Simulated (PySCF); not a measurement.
# CsO (charge +1, triplet): what the fields show

```xyz
2

Cs    0.0000    0.0000   -0.3574
O     0.0000    0.0000    2.9696
```

Core potentials replace the inner electrons of Cs.

The calculation used PySCF, PBE0/def2-SVP, non-relativistic Hamiltonian with scalar-relativistic core potentials where named, at a bond length of 3.327 Å.

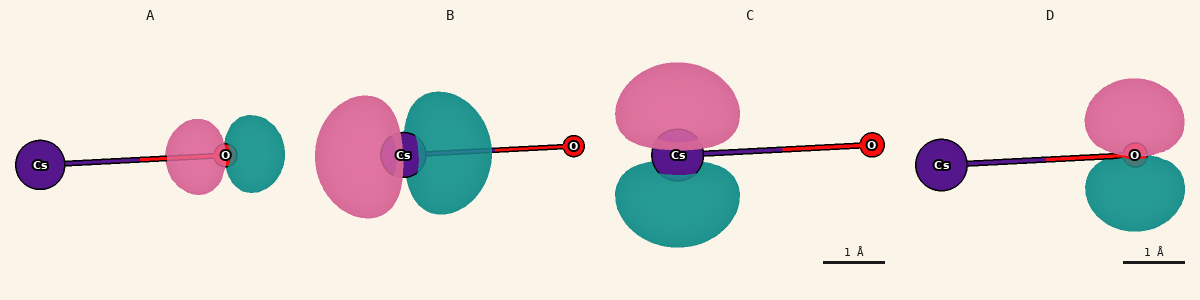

Figure 1. Four frontier β-spin orbitals, each drawn at the value that holds 80 % of its norm (teal and pink are the two phases), in no order; of a degenerate pair one member is drawn.

**Label each orbital by symmetry, say whether it is occupied, and order them by energy.**

Orbital C: π, occupied in this spin, −19.98 eV; almost wholly on Cs.
Orbital B: σ, occupied in this spin, −19.94 eV; almost wholly on Cs.
Orbital A: σ, occupied in this spin, −13.75 eV; almost wholly on O.
Orbital D: π, empty in this spin, −8.44 eV; almost wholly on O.

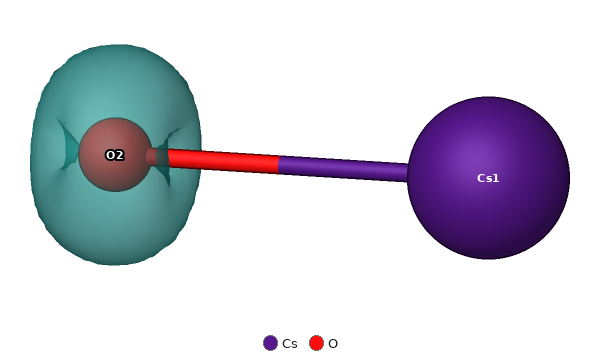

Figure 2. Isosurfaces of the spin density at +0.15 (teal) and −0.15 e/Å³ (pink), seen from one side.

**Where is the unpaired spin?**

The unpaired spin (2 electrons) lies mostly on O2 (about 2.0), in electrons by Hirshfeld's partition. Only one sign reaches the isovalue.

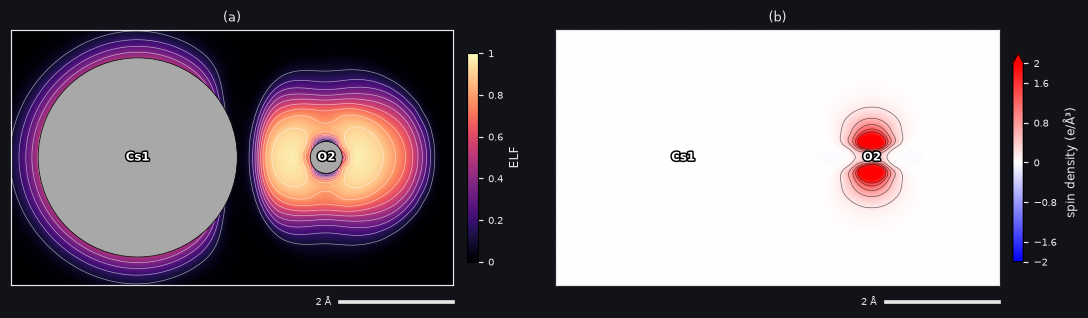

Figure 3. (a) ELF; (b) spin density on a plane that holds the molecular axis. Grey discs cover the atomic cores in the ELF map.

**What do the fields say about this system?**

- Atoms in the plane: Cs and O.
- Cs–O (3.33 Å): the ELF is about 0.05 at the midpoint; a largely ionic contact.
